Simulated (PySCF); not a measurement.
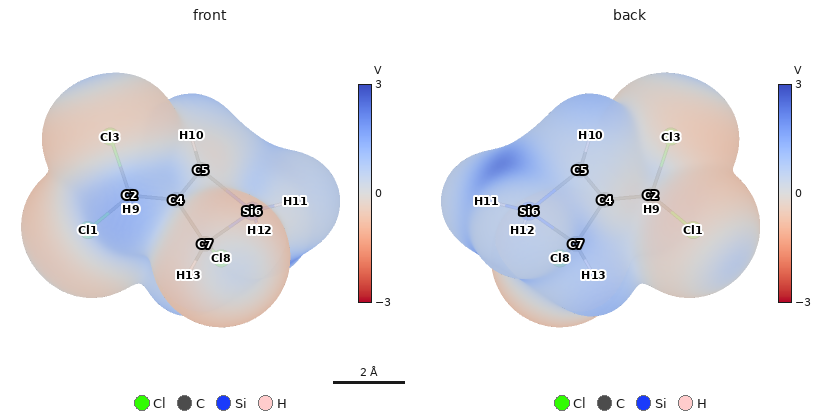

Figure 1: C4H5Cl3Si (SMILES ClC(Cl)C1=C[SiH2][C@H]1Cl). The electrostatic potential painted on the density surface at 0.002 e/bohr³, seen from the front and from behind; red is negative and blue positive.

Geometry: GFN2-xTB.

Computed with wB97X-D/def2-SVPD, SCF density, gas phase in PySCF.

```yaml
atoms:
  - { symbol: Cl, position_ang: [2.1550, -1.1927, -1.5994] }
  - { symbol: C, position_ang: [1.8032, -0.4202, -0.0145] }
  - { symbol: Cl, position_ang: [2.4357, -1.4452, 1.2859] }
  - { symbol: C, position_ang: [0.3429, -0.2055, 0.0968] }
  - { symbol: C, position_ang: [-0.5967, -0.8246, 0.8231] }
  - { symbol: Si, position_ang: [-2.0181, 0.2603, 0.2054] }
  - { symbol: C, position_ang: [-0.3892, 0.8441, -0.6916] }
  - { symbol: Cl, position_ang: [0.1962, 2.4919, -0.3129] }
  - { symbol: H, position_ang: [2.3574, 0.5220, -0.0006] }
  - { symbol: H, position_ang: [-0.4447, -1.6534, 1.4931] }
  - { symbol: H, position_ang: [-2.5468, 1.2455, 1.1364] }
  - { symbol: H, position_ang: [-3.0091, -0.3541, -0.6694] }
  - { symbol: H, position_ang: [-0.2900, 0.7325, -1.7700] }
```

Question: Describe the electrostatic potential map.

Answer: The most negative region (about −0.6 V) lies over Cl1, Cl3 and Cl8, the most positive (about +1.9 V) over Si6. Cl1 shows a σ-hole: about +0.6 V at the tip opposite its bond, against about −0.3 V on its flanks. Cl3 shows a σ-hole: about +0.6 V at the tip opposite its bond, against about −0.3 V on its flanks. Cl8 shows a σ-hole: about +0.3 V at the tip opposite its bond, against about −0.2 V on its flanks.

Question: What dipole moment does the calculation give?

Answer: Its dipole moment is 2.34 D.
